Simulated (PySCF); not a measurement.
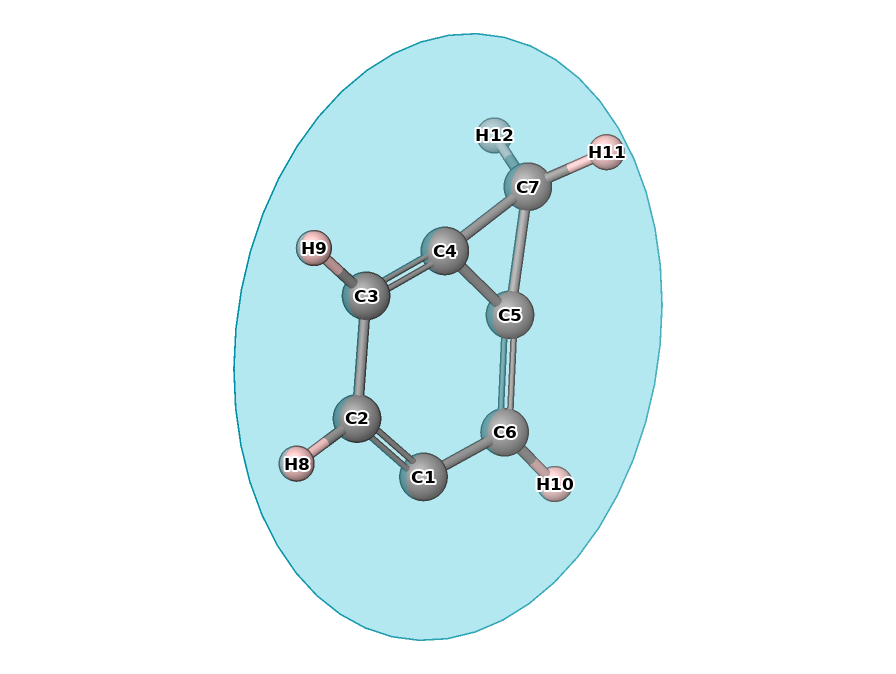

A disc through the centre of mass is drawn in. Depth is shown by fading: the farther an atom, the more it takes the colour of the background. The species is neutral and a spin doublet. The geometry was computed by an optimisation with GFN2-xTB. No frequency run is at hand to confirm it as a minimum.

Is the plane of the disc a mirror plane of the structure?

Yes. The reflection leaves C1, C2, C3, C4, C5, C6, C7, H8, H9, H10 in place and moves H11 ↔ H12. The point group is Cs.
